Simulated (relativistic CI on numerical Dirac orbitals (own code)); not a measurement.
## Relativistic CI calculation for Ba³³⁺

System: Ba³³⁺.
Method: Dirac-Coulomb-Breit CI, KLI orbitals optimised for each configuration, model QED (radiative potential, 1s self-energy scaled to tabulated hydrogen-like ionisation energies) (relativistic CI on numerical Dirac orbitals, in-house).

## The input
```
atom Ba  Z=56  charge=33  electrons=23
nucleus A=138  rms_radius_fm=4.8378
hamiltonian dirac-coulomb  breit=on  qed=on  c_scale=1
orbitals kli  potential=per-configuration
slater_scale 1
correlation none
mixing on
configurations
  [Ar] 3d5
  [Ne] 3s2 3p5 3d6
  [Ne] 3s 3p6 3d6
  [Ar] 3d4 4s
  [Ar] 3d4 4p
  [Ar] 3d3 4s2
  [Ar] 3d2 4s2 4p
end
```

Hardware: 1 thread of Arm Neoverse N1, 60 GiB of memory available, shared host.

Launched within a batch (the task file carries these settings):
```bash
python <driver script> task.json out
```

The program writes its results to a structured record and prints no log; tables and figures of this report are taken from that record.

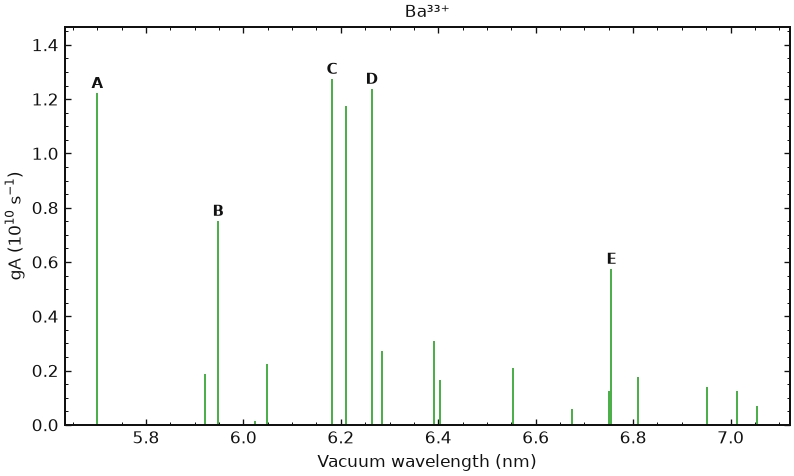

Fig. 1: The stronger electric dipole lines (weighted rates gA) for Ba XXXIV (Ba³³⁺). A: 3p⁵ 3d⁶ [(3p₃/₂)³ (3d₅/₂)²] J = 5/2 → 3p⁶ 3d⁵ J = 5/2 (even, mixed, level 2), 5.701 nm, gA = 1.2×10¹⁰ s⁻¹; B: 3p⁵ 3d⁶ [(3p₃/₂)³ (3d₅/₂)²] J = 9/2 → 3p⁶ 3d⁵ [(3d₃/₂)³ (3d₅/₂)²] J = 11/2, 5.948 nm, gA = 7.5×10⁹ s⁻¹; C: 3p⁵ 3d⁶ ⁶F°₁₁/₂ → 3p⁶ 3d⁵ [(3d₃/₂)³ (3d₅/₂)²] J = 11/2, 6.182 nm, gA = 1.3×10¹⁰ s⁻¹; D: 3p⁵ 3d⁶ ⁶F°₁₁/₂ → 3p⁶ 3d⁵ [(3d₃/₂)³ (3d₅/₂)²] J = 9/2, 6.263 nm, gA = 1.2×10¹⁰ s⁻¹; E: 3p⁵ 3d⁶ ⁶F°₁₁/₂ → 3p⁶ 3d⁵ [(3d₃/₂)² (3d₅/₂)³] J = 9/2, 6.756 nm, gA = 5.7×10⁹ s⁻¹. The strongest, C, lies in the soft X-ray region.

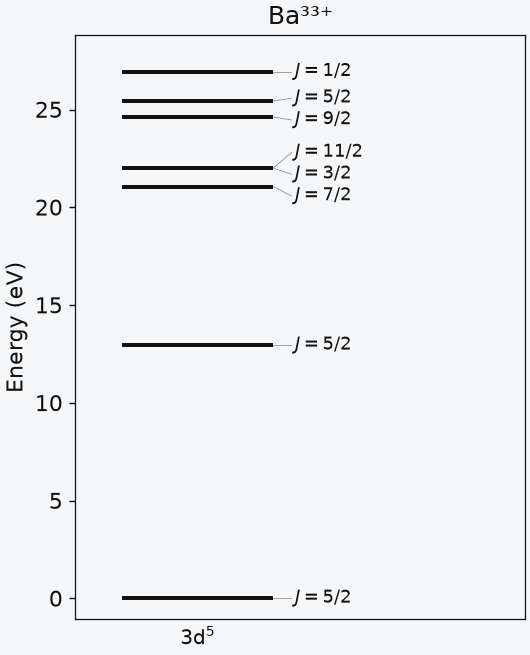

Fig. 2: Level diagram of Ba³³⁺. The lowest level is 3d⁵ [3d₅/₂] J = 5/2. The first excited level, 3d⁵ J = 5/2 (even, mixed, level 2), lies at 12.9 eV. All levels drawn have even parity, so no electric dipole line joins them. The levels are in intermediate coupling, nearer jj (mean leading weight 46 % in LS and 76 % in jj).

```
Configuration                         Level  E (eV)  Lifetime (s; – stable or not computed)
          3d⁵               [3d₅/₂] J = 5/2       0                                       –
          3d⁵         J = 5/2 (even, mixed)   12.94                                3.0×10⁻⁵
          3d⁵   [(3d₃/₂)³ (3d₅/₂)²] J = 7/2   21.06                                5.7×10⁻⁵
          3d⁵   [(3d₃/₂)³ (3d₅/₂)²] J = 3/2   22.00                                1.4×10⁻⁵
          3d⁵  [(3d₃/₂)³ (3d₅/₂)²] J = 11/2   22.02                                 3.2×10⁷
          3d⁵   [(3d₃/₂)³ (3d₅/₂)²] J = 9/2   24.61                                1.8×10⁻³
          3d⁵   [(3d₃/₂)³ (3d₅/₂)²] J = 5/2   25.43                                3.4×10⁻⁵
          3d⁵   [(3d₃/₂)³ (3d₅/₂)²] J = 1/2   26.93                                4.3×10⁻⁴
```

## Results in brief

| quantity | value |
| --- | --- |
| outcome | converged |
| lowest level | 3p⁶ 3d⁵ [3d₅/₂] J = 5/2 |
| first excited level | 3p⁶ 3d⁵ J = 5/2 (even, mixed, level 2), 104,389 cm⁻¹ |
| levels computed | 587 |
| SCF iterations | 54 |

## Remarks

Limits: only lines among the lowest 40 of 587 levels are drawn, so those from 3p⁵ 3d⁶ are incomplete.
